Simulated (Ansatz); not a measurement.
Consider CH6InN.

```yaml
atoms:
  - { symbol: C, position_ang: [-1.0491, 0.8851, -0.9033] }
  - { symbol: In, position_ang: [0.7313, -0.2069, -0.3664] }
  - { symbol: N, position_ang: [0.7512, -0.9753, 1.5046] }
  - { symbol: H, position_ang: [-1.5997, 0.3417, -1.6864] }
  - { symbol: H, position_ang: [-0.7869, 1.8783, -1.2977] }
  - { symbol: H, position_ang: [-1.7046, 1.0078, -0.0293] }
  - { symbol: H, position_ang: [2.1501, -0.5354, -1.2921] }
  - { symbol: H, position_ang: [-0.0041, -0.8783, 2.1730] }
  - { symbol: H, position_ang: [1.5118, -1.5171, 1.8975] }
```

Core potentials replace the inner electrons of In.

Level of theory: Ansatz 0.2.0, UKS PBE0-D4/def2-SVP.

Question: What can the converged electron density and electron localisation function tell about the bonding?

Answer: In–N (2.02 Å): ρ at the midpoint is about 0.71 e/Å³; the ELF peaks at about 0.85 in the valence shell of N, 0.6 Å from its nucleus, and drops to about 0.15 between the two atoms.
C–In (2.16 Å): the density is about 0.64 e/Å³ at the midpoint; the ELF peaks at about 0.90 in the valence shell of C, 0.7 Å from its nucleus, and drops to about 0.15 between the two atoms.
N–H (1.01 Å): the density is about 2.7 e/Å³ at the midpoint; the ELF climbs to about 1 towards the hydrogen, as it does in any bond to H; an ordinary covalent bond to hydrogen.
C–H (1.10 Å): ρ at the midpoint is about 1.9 e/Å³; the ELF climbs to about 1 towards the hydrogen; a covalent bond by its length.

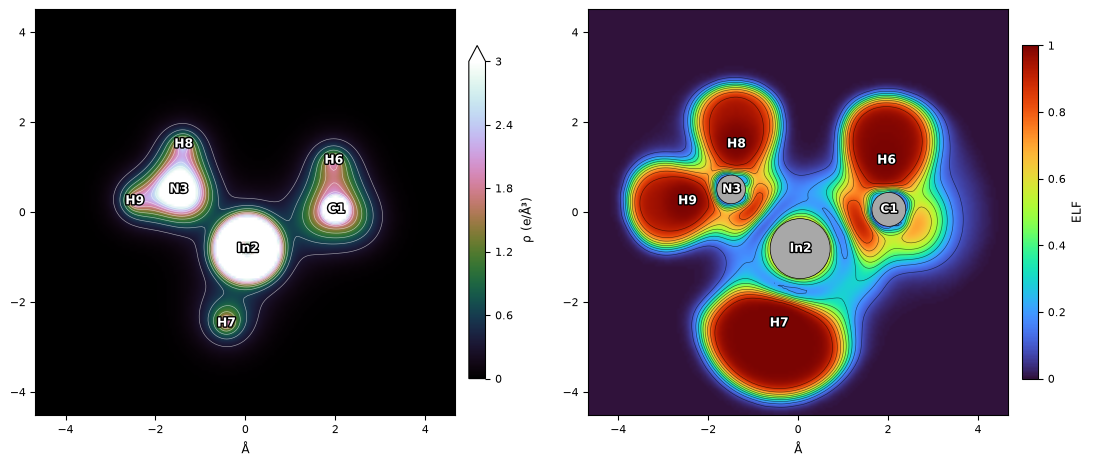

Computed electron density and electron localisation function on the plane of atoms In2, N3 and H8, in this order. Grey discs cover the atomic cores in the ELF map. 
